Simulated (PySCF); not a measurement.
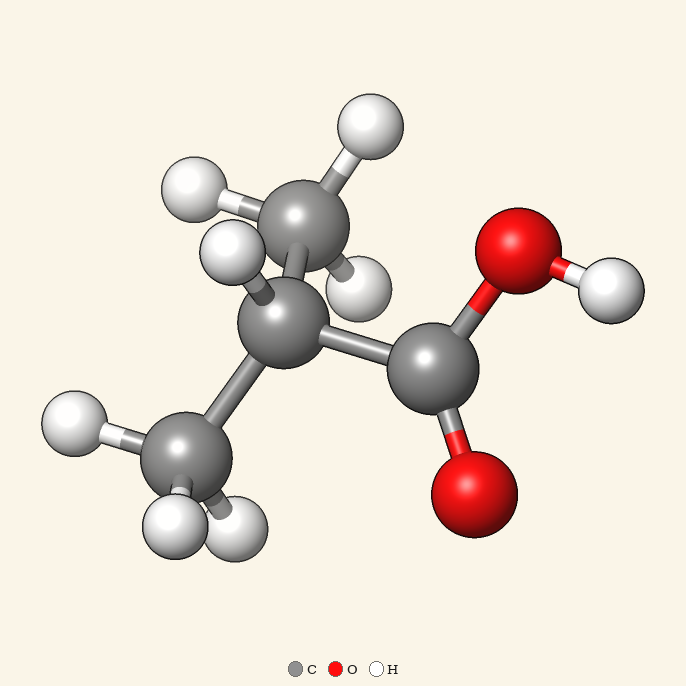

The picture shows a molecular structure as a ball-and-stick model.

Computed geometry: PBE0-D3(BJ)/def2-SVP optimisation. No frequency run is at hand to confirm it as a minimum.

Count the atoms of each element.

C4H8O2, 14 atoms: 4 carbon, 8 hydrogen and 2 oxygen.

Name functional groups in it.

Among them: carboxylic acid.

Write the SMILES.

CC(C)C(=O)O

More results for the same structure follow; atom numbers are the same in all pictures, views and colours differ.

### Geometry

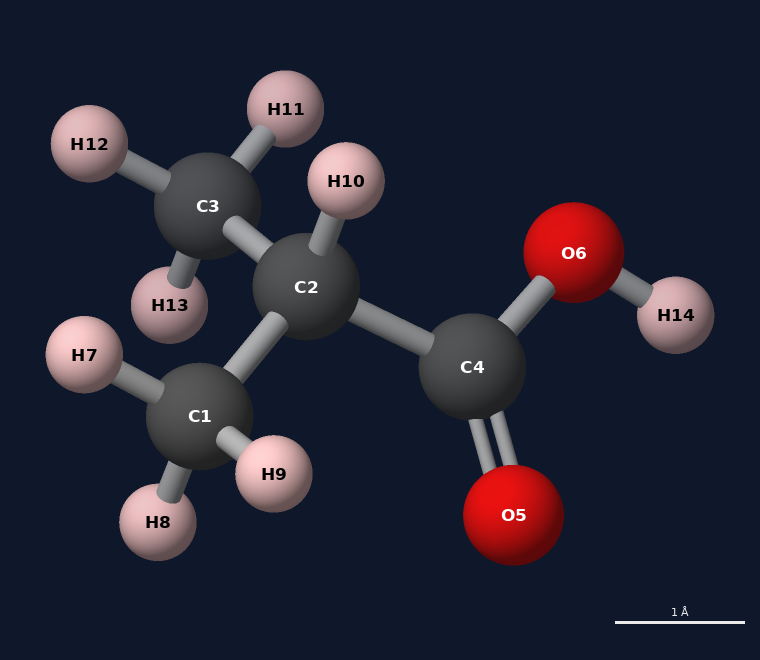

Atoms carry their numbers in the input. No frequency run is at hand to confirm it as a minimum.

Describe the coordination of atom 3.

C3 has 4 neighbours (C2 at 1.53, H11 at 1.10, H12 at 1.10, H13 at 1.10 Å); the arrangement is tetrahedral.

How are the neighbours of atom 4 arranged?

C4 has 3 neighbours (C2 at 1.51, O5 at 1.20, O6 at 1.34 Å); the arrangement is trigonal planar.

What is the geometry at O6?

O6 has 2 neighbours (C4 at 1.34, H14 at 0.97 Å); the arrangement is bent.

Describe the coordination of atom 2.

C2 has 4 neighbours (C1 at 1.52, C3 at 1.53, C4 at 1.51, H10 at 1.11 Å); the arrangement is tetrahedral.

What is the dihedral angle C3–C2–C4–O5?

122° in size, that is anticlinal.

### NMR shielding

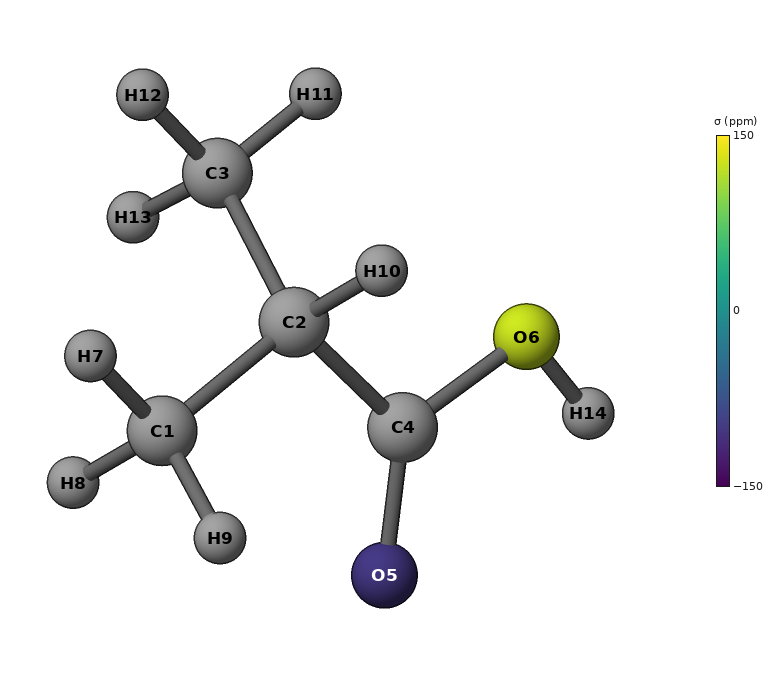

Atoms are coloured by their isotropic NMR shieldings (O only, the others grey). No frequency run is at hand to confirm it as a minimum. Method: GIAO PBE0/pcSseg-1 NMR shielding, non-relativistic, gas phase (PySCF 2.14.0).

Give the isotropic NMR shieldings of the O atoms atom by atom.

```
atom  σ (ppm)
  O5   −100.7
  O6    124.6
```

### Dipole moment

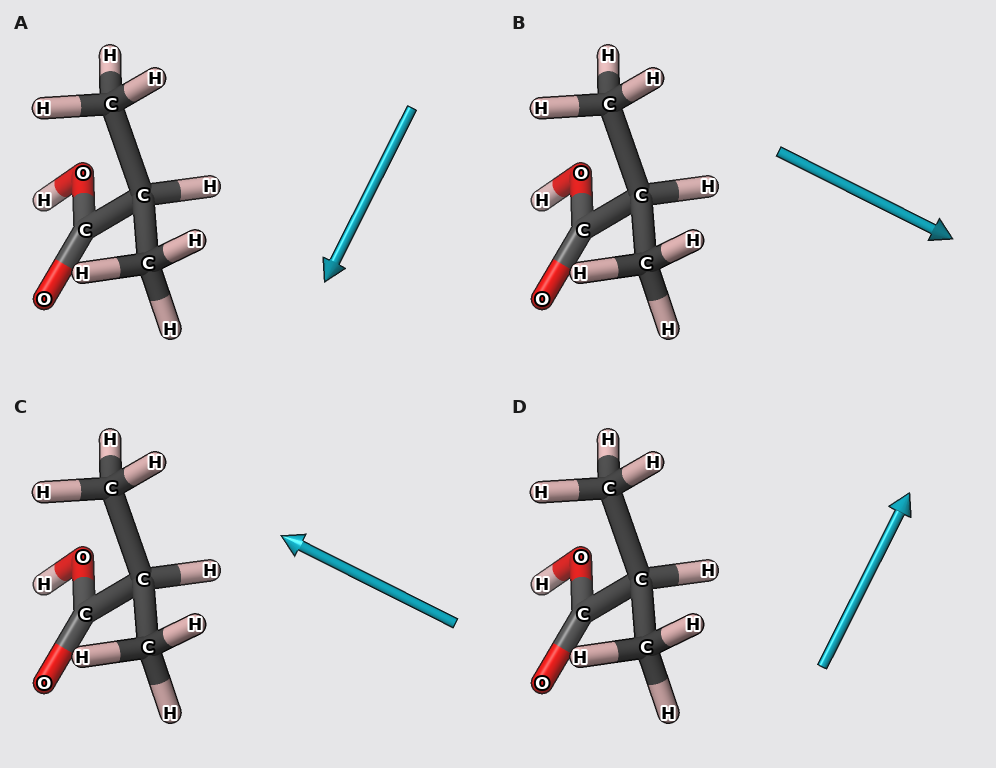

The same molecule four times, each with an arrow. No frequency run is at hand to confirm it as a minimum. Level of theory: PBE0/pcSseg-1, gas phase (PySCF 2.14.0).

Which arrow points along the dipole moment, from the negative to the positive end?

D. The dipole moment is 1.68 D.

### Charges

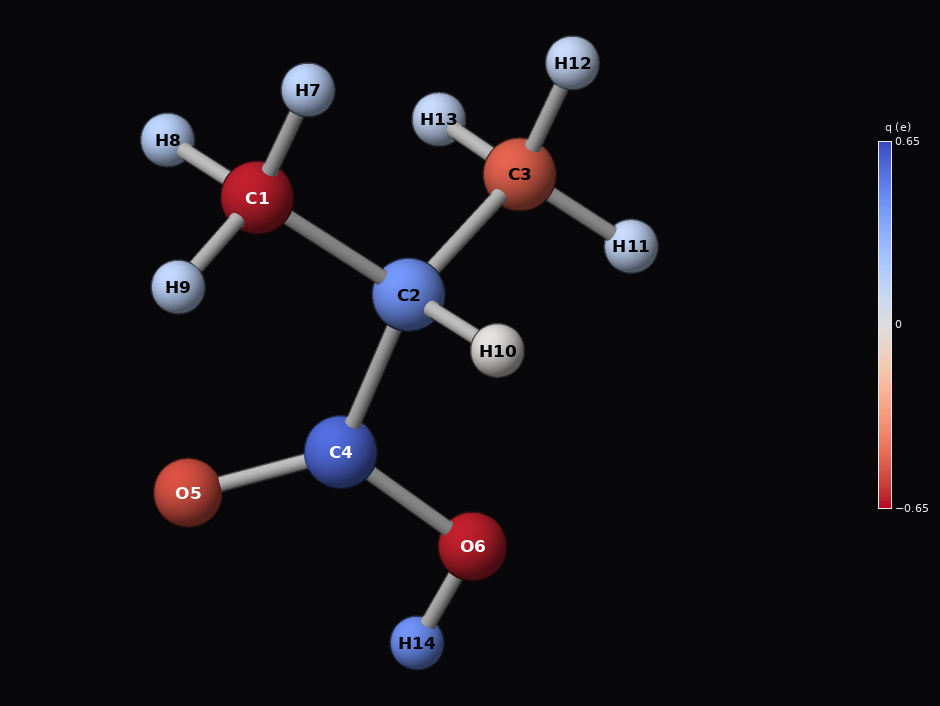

Atoms are coloured by their ESP-fitted charges. No frequency run is at hand to confirm it as a minimum. Properties computed with PBE0/pcSseg-1, gas phase (PySCF 2.14.0).

Which atom carries the highest charge (most positive or least negative)?

C4 (0.56 e).

And the lowest?

C1 (−0.62 e).

Give the ESP-fitted charges atom by atom.

| atom | value (e) |
| --- | --- |
| C1 | −0.62 |
| C2 | 0.43 |
| C3 | −0.48 |
| C4 | 0.56 |
| O5 | −0.52 |
| O6 | −0.61 |
| H7 | 0.15 |
| H8 | 0.16 |
| H9 | 0.15 |
| H10 | −0.01 |
| H11 | 0.13 |
| H12 | 0.12 |
| H13 | 0.12 |
| H14 | 0.45 |
